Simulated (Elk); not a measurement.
Band structure of Li (Im-3m, 1 atom in the cell).

```yaml
crystal:
  lattice:
    - [-1.68096, 1.68096, 1.68096]
    - [1.68096, -1.68096, 1.68096]
    - [1.68096, 1.68096, -1.68096]
  atoms:
    - { symbol: Li, position: [0.00000, 0.00000, 0.00000] }
```

Method of the run: PBE, all-electron FP-LAPW, Elk's shipped species files, APW+lo basis with extra local orbitals run with Elk 10.2.4.

Settings: xctype = 20; rgkmax = 7.5; stype = 0; swidth = 0.00499791 Ha; ngridk = 11 11 11; gmaxvr = 16 1/bohr; nxlo = 2; lorbcnd = true; lmaxi = 2.

The starting cell comes from a database of computed structures (which also holds hypothetical and non-ambient phases and stackings), without a prior relaxation at this level. Its lattice was rescaled by a random factor within 2.5 % of one. Values depend on the basis (sphere radii, cutoffs, local orbitals), which need not be converged.

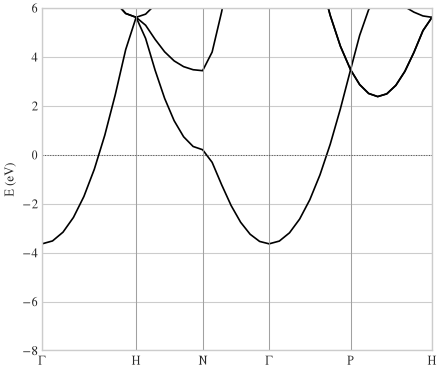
Figure: Bands along the path, energies from the Fermi level.

Levels in eV from the Fermi level, bands 1 to 5:
| point | 1 | 2 | 3 | 4 | 5 |
|---|---|---|---|---|---|
| Γ | -46.40 | -3.64 | 14.88 | 14.88 | 14.88 |
| H | -46.36 | 5.61 | 5.61 | 5.61 | 8.18 |
| N | -46.38 | 0.20 | 3.43 | 10.56 | 12.17 |
| P | -46.37 | 3.47 | 3.47 | 3.47 | 8.77 |

Bands cross the Fermi level along this path, so the cell is metallic at this level.
